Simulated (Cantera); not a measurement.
Input: 1 mol SiC, 0.42 mol N₂O, 160 mol H₂, held at 2.50 mbar.

These are equilibrium values from Cantera (NASA tables, ideal gas, pure condensed phases), not measurements of a reactor. Candidate condensed phases: C, C₆H₆, C₇H₈, C₈H₁₈, H₂O, Si, SiC, SiO₂, Si₂N₂O, Si₃N₄; 151 gas species. Mutual solubility and eutectic melting of coexisting phases are not modelled. Gases not in the tables: Si₂H₆ and higher silanes. Kinetics and transport are ignored.

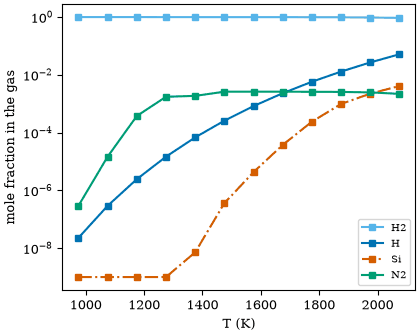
*Equilibrium gas composition (values under 1e-9 drawn at 1e-9)*

From 975 K to 1175 K the condensed part is C(graphite) + SiC(s) + Si₂N₂O(s). From 1275 K to 1375 K the condensed part is SiC(s) + Si₂N₂O(s). From 1475 K to 2075 K the condensed part is SiC(s).
